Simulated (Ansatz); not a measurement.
Take Ga2O3 (space group C2/m, No. 12) as the base.

```
Ga2O3
1.0
    6.22762    -1.54173     0.00000
    6.22762     1.54173     0.00000
   -1.39233     0.00000     5.71032
Ga O
4 6
Direct
  0.08991   0.08991   0.79470
  0.91009   0.91009   0.20530
  0.65850   0.65850   0.31416
  0.34150   0.34150   0.68584
  0.16349   0.16349   0.10919
  0.83651   0.83651   0.89081
  0.17371   0.17371   0.56436
  0.82629   0.82629   0.43564
  0.49603   0.49603   0.25671
  0.50397   0.50397   0.74329
```

Cartesian axes are those of the cell as printed.

Modification: compressive biaxial strain of 1.97 % in the plane normal to [001], as in epitaxy on a mismatched substrate; the out-of-plane cell vector and the atoms relax.

The values are results of PBE, PAW, 420 eV (Ansatz, a quantum-chemistry and plane-wave program; scalar-relativistic without spin-orbit coupling), not measurements.

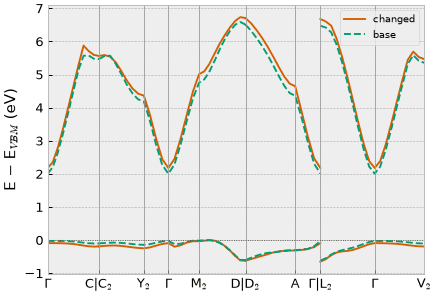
Highest valence and lowest conduction band along the path, each from its own valence-band maximum

Question: Read the changed gap and its character from the plot.

Answer: About 2.2 eV, indirect, M₂–D (22 % along) → Γ.

Stability against distortions was not tested.
